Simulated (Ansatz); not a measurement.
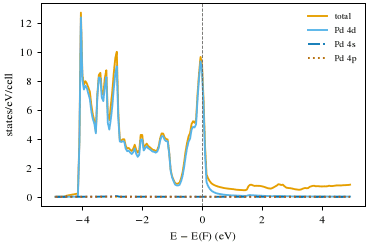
*Total and projected density of states of Pd (diamond, space group No. 227), r²SCAN (plane waves, PAW; program Ansatz)*

Task: Which orbitals carry the states next to the Fermi level?

Result: Within 0.5 eV of the Fermi level: Pd 4d 90 %, outside the projected shells 10 %. Projections are on Löwdin-orthogonalised atomic valence shells; empty p or d shells of many metals are not among them.

Task: Where is the tallest occupied peak in this window, and what makes it?

Result: Near -4.0 eV, about 13 states/eV per cell; the largest projected share is Pd 4d.

Space group Fd-3m (diamond). The start of the workflow was typed in or built on a structure type; neither database checked (COD, Materials Project) lists it. It is not the phase usual at ambient conditions (space group No. 225). The cell was relaxed with r²SCAN under the symmetry of its start. At this level the phase is mechanically unstable. No spin polarisation was allowed. Scalar-relativistic: spin–orbit coupling is off unless named, which matters more the heavier the elements.

Potentials: the later of the program's two PAW sets.
